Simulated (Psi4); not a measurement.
**UM06-2X/6-31G(d) (spherical functions) run of Si2NH5F (SMILES F[SiH2]N[SiH2])**

Aim: the vertical ionisation energy of Si2NH5F at UM06-2X/6-31G* (spherical functions), from 2 runs. Input form: a Python script.

The calculation is run with Psi4 1.11.

2 further runs of the same task are left out: 2 set aside as unsound or not needed. Runs told in other sessions of the task aren't counted.

**1. The system as given**

Si2NH5F has 9 atoms, charge 0, and is taken as a doublet. As SMILES, `F[SiH2]N[SiH2]`. The shape is that of a PBE0-D4/def2-TZVP optimisation. This is one conformer, not always the lowest.

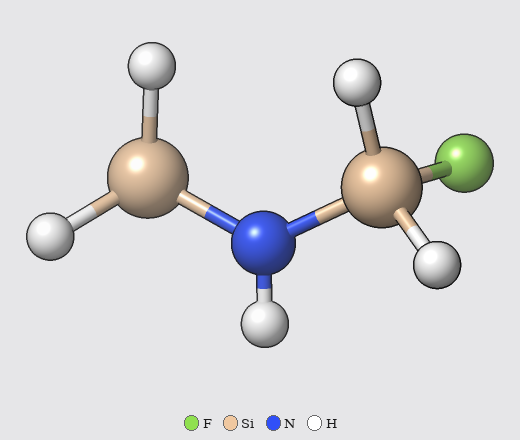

The structure, seen from a chosen angle (fluorine green, silicon light orange, nitrogen blue, hydrogen white).

**2. The energy at UM06-2X/6-31G(d) (spherical functions)**

The input, run.py:

```python
import psi4

psi4.set_memory(2200000000)
psi4.set_num_threads(1)
psi4.set_output_file('output.dat', False)

geom = psi4.geometry("""
0 2
F     -1.778200     1.208900    -1.181800
Si    -0.288000     1.123600    -0.604900
N      0.241500    -0.491400    -0.403000
Si     0.023600    -1.533600     0.967900
H      0.576300     1.799100    -1.598800
H     -0.302800     1.779800     0.718800
H      0.600400    -0.942200    -1.234500
H     -0.246300    -0.650000     2.136200
H      1.261800    -2.340700     1.182700
symmetry c1
no_reorient
no_com
""")

options = {'basis': '6-31G*', 'reference': 'uks', 'puream': True, 'e_convergence': 1e-09, 'd_convergence': 1e-08, 'scf_type': 'pk', 'dft_radial_points': 99, 'dft_spherical_points': 590, 'maxiter': 100}
psi4.set_options(options)

e, wfn = psi4.energy("m06-2x", return_wfn=True)
psi4.oeprop(wfn, "DIPOLE", "MULLIKEN_CHARGES", "MAYER_INDICES")
print(f'total energy {e:.8f} hartree = {e * 27.211386:.5f} eV')
```

Run with:

```sh
$ python run.py
```

output.dat:

```text
[...]
  Running in c1 symmetry.
[...]
  Nuclear repulsion =  217.045251544568430
[...]
  Multiplicity = 2
[...]
  Nalpha       = 25
  Nbeta        = 24
[...]
    Number of basis functions: 74
[...]
   @UKS iter   1:  -736.31252308510489   -4.87704e-01   8.54494e-03 DIIS/ADIIS
[...]
   @UKS iter  13:  -736.48412877022542   -1.02318e-12   3.52536e-09 DIIS
[...]
   @S^2 Observed:                7.524433899E-01
[...]
    Orbital Energies [Eh]
    ---------------------
    Alpha Occupied:
       1A    -67.049673     2A    -67.020485     3A    -25.228794
       4A    -14.752757     5A     -5.590438     6A     -5.567262
       7A     -3.899732     8A     -3.898486     9A     -3.897682
      10A     -3.878531    11A     -3.873774    12A     -3.872963
      13A     -1.310652    14A     -0.963925    15A     -0.644197
      16A     -0.618155    17A     -0.553122    18A     -0.526087
      19A     -0.523128    20A     -0.487659    21A     -0.436237
      22A     -0.411610    23A     -0.395590    24A     -0.380923
      25A     -0.241213
    Alpha Virtual:
[...]
  @UKS Final Energy:  -736.48412877022542
   => Energetics <=
    Nuclear Repulsion Energy =            217.0452515445684298
    One-Electron Energy =               -1451.5905984057160367
    Two-Electron Energy =                 527.1471387155872890
    DFT Exchange-Correlation Energy =     -29.0859206246650750
    Empirical Dispersion Energy =           0.0000000000000000
    VV10 Nonlocal Energy =                  0.0000000000000000
    Total Energy =                       -736.4841287702254249
  UHF NO Occupations:
  HONO-2 :   23  A 1.9998854
  HONO-1 :   24  A 1.9990710
[...]
 Multipole Moments:
 ------------------------------------------------------------------------------------
     Multipole            Electronic (a.u.)      Nuclear  (a.u.)        Total (a.u.)
 ------------------------------------------------------------------------------------
 L = 1.  Multiply by 2.5417464519 to convert [e a0] to [Debye]
 Dipole X            :         31.0272014          -30.4727786            0.5544227
 Dipole Y            :         -2.8188967            2.5441383           -0.2747584
 Dipole Z            :         13.4264454          -13.5508481           -0.1244027
 Magnitude           :                                                    0.6311520
[...]
  Mulliken Charges: (a.u.)
   Center  Symbol    Alpha    Beta     Spin     Total
       1     F     4.70845  4.70838  0.00007 -0.41684
       2    SI     6.55968  6.55338  0.00630  0.88694
       3     N     3.97579  3.90492  0.07087 -0.88071
       4    SI     7.22949  6.36987  0.85962  0.40063
       5     H     0.55716  0.55334  0.00382 -0.11050
       6     H     0.55356  0.55406 -0.00049 -0.10762
       7     H     0.31202  0.31707 -0.00505  0.37090
       8     H     0.54501  0.52532  0.01969 -0.07034
       9     H     0.55883  0.51365  0.04517 -0.07248
   Total alpha = 25.00000, Total beta = 24.00000, Total charge = -0.00000
[...]
```

Standard output:

```text
total energy -736.48412877 hartree = -20040.75391 eV
```

It took 77 s on 1 thread of Intel Xeon Platinum 8259CL at 2.50GHz (Skylake/Cascade Lake), shared host; peak memory 1.4 GiB.

**3. The singlet cation**

The input, fh5nsi2.xyz:

```xyz
9
FH5NSi2
F     -1.778200     1.208900    -1.181800
Si    -0.288000     1.123600    -0.604900
N      0.241500    -0.491400    -0.403000
Si     0.023600    -1.533600     0.967900
H      0.576300     1.799100    -1.598800
H     -0.302800     1.779800     0.718800
H      0.600400    -0.942200    -1.234500
H     -0.246300    -0.650000     2.136200
H      1.261800    -2.340700     1.182700
```

The input, fh5nsi2.py:

```python
import psi4

psi4.set_memory(2200000000)
psi4.set_num_threads(1)
psi4.core.set_output_file('output.dat', False)

with open('fh5nsi2.xyz') as f:
    atoms = ''.join(f.readlines()[2:])
molecule = psi4.geometry('1 1\n' + atoms + 'symmetry c1')

options = {'basis': '6-31G*', 'puream': True, 'e_convergence': 1e-09, 'd_convergence': 1e-08, 'scf_type': 'pk', 'dft_radial_points': 99, 'dft_spherical_points': 590}
psi4.set_options(options)

E, wfn = psi4.energy('m06-2x', molecule=molecule, return_wfn=True)
psi4.oeprop(wfn, 'QUADRUPOLE', 'WIBERG_LOWDIN_INDICES', 'MULLIKEN_CHARGES')
print(f'total energy {E:.8f} hartree = {E * 27.211386:.5f} eV')
for k, v in sorted(psi4.core.scalar_variables().items()):
    print(f'{k:45s} {v:18.10f}')
```

Run with:

```sh
$ python fh5nsi2.py
```

output.dat, shortened:

```text
[...]
  Running in c1 symmetry.
[...]
  Nuclear repulsion =  217.045251544568430
[...]
  Multiplicity = 1
[...]
  Nalpha       = 24
  Nbeta        = 24
[...]
    Number of basis functions: 74
[...]
   @RKS iter   1:  -736.02082705545274   -1.96008e-01   8.19867e-03 DIIS/ADIIS
[...]
   @RKS iter  12:  -736.19297307180682   -2.84217e-12   3.22024e-09 DIIS
[...]
  @RKS Final Energy:  -736.19297307180682
   => Energetics <=
    Nuclear Repulsion Energy =            217.0452515445684298
    One-Electron Energy =               -1441.0399168166477466
    Two-Electron Energy =                 516.7328170624193717
    DFT Exchange-Correlation Energy =     -28.9311248621467811
    Empirical Dispersion Energy =           0.0000000000000000
    VV10 Nonlocal Energy =                  0.0000000000000000
    Total Energy =                       -736.1929730718068186
[...]
 Multipole Moments:
 ------------------------------------------------------------------------------------
     Multipole            Electronic (a.u.)      Nuclear  (a.u.)        Total (a.u.)
 ------------------------------------------------------------------------------------
 L = 1.  Multiply by 2.5417464519 to convert [e a0] to [Debye]
 Dipole X            :         -3.7201979            4.8875406            1.1673427
 Dipole Y            :         -0.9002563           -1.6512751           -2.5515315
 Dipole Z            :         -1.5883341            2.9265060            1.3381719
 Magnitude           :                                                    3.1086502
 L = 2.  Multiply by 1.3450342976 to convert [e a0^2] to [Debye ang]
 Quadrupole XX       :       -123.3949628           97.4974463          -25.8975165
 Quadrupole XY       :         98.2109827          -98.8436031           -0.6326204
[...]
  Mulliken Charges: (a.u.)
   Center  Symbol    Alpha    Beta     Spin     Total
       1     F     4.69291  4.69291  0.00000 -0.38583
       2    SI     6.54535  6.54535  0.00000  0.90930
       3     N     3.90092  3.90092  0.00000 -0.80184
       4    SI     6.59382  6.59382  0.00000  0.81236
       5     H     0.51899  0.51899  0.00000 -0.03798
       6     H     0.53394  0.53394  0.00000 -0.06789
       7     H     0.28092  0.28092  0.00000  0.43817
       8     H     0.47006  0.47006  0.00000  0.05987
       9     H     0.46308  0.46308  0.00000  0.07384
   Total alpha = 24.00000, Total beta = 24.00000, Total charge =  1.00000
[...]
```

Standard output:

```text
total energy -736.19297307 hartree = -20032.83116 eV
CURRENT ENERGY                                   -736.1929730718
CURRENT REFERENCE ENERGY                         -736.1929730718
DD SOLVATION ENERGY                                 0.0000000000
DFT FUNCTIONAL TOTAL ENERGY                      -736.1929730718
DFT TOTAL ENERGY                                 -736.1929730718
DFT VV10 ENERGY                                     0.0000000000
DFT XC ENERGY                                     -28.9311248621
GRID ELECTRONS ALPHA                               24.0000003719
GRID ELECTRONS BETA                                24.0000003719
GRID ELECTRONS TOTAL                               48.0000007438
NUCLEAR REPULSION ENERGY                          217.0452515446
ONE-ELECTRON ENERGY                             -1441.0399168166
PCM POLARIZATION ENERGY                             0.0000000000
PE ENERGY                                           0.0000000000
SCF ITERATION ENERGY                             -736.1929730718
SCF ITERATIONS                                     12.0000000000
SCF TOTAL ENERGY                                 -736.1929730718
TWO-ELECTRON ENERGY                               516.7328170624
XC GRID RADIAL POINTS                              99.0000000000
XC GRID SPHERICAL POINTS                          590.0000000000
XC GRID TOTAL POINTS                           498460.0000000000
```

Wall time 59 s (1 thread of Intel Xeon Platinum 8259CL at 2.50GHz (Skylake/Cascade Lake), shared host); peak memory 1.4 GiB.

**4. Summary of results**

At UM06-2X/6-31G* (spherical functions):

| quantity | value |
| --- | --- |
| doublet Si2NH5F: total energy | -736.48413 Eh |
| doublet Si2NH5F: dipole moment | 1.60 D |
| doublet Si2NH5F: HOMO energy (highest over α and β) | -6.56 eV |
| doublet Si2NH5F: LUMO energy (lowest over α and β) | -1.38 eV |
| doublet Si2NH5F: ⟨S²⟩ | 0.752 |
| singlet cation: total energy | -736.19297 Eh |
| singlet cation: HOMO energy | -15.20 eV |
| singlet cation: LUMO energy | -9.11 eV |
| singlet cation: HOMO–LUMO gap | 6.09 eV |
| vertical ionisation energy (to the singlet cation) | 7.923 eV |

What this shows: Removing an electron at fixed nuclei costs 7.92 eV (183 kcal/mol). With no_com the log's rotational constants are taken about the origin, not the centre of mass, so they aren't the molecule's. Mulliken charges (singlet cation) run from -0.80 on N3 to +0.91 on Si2.
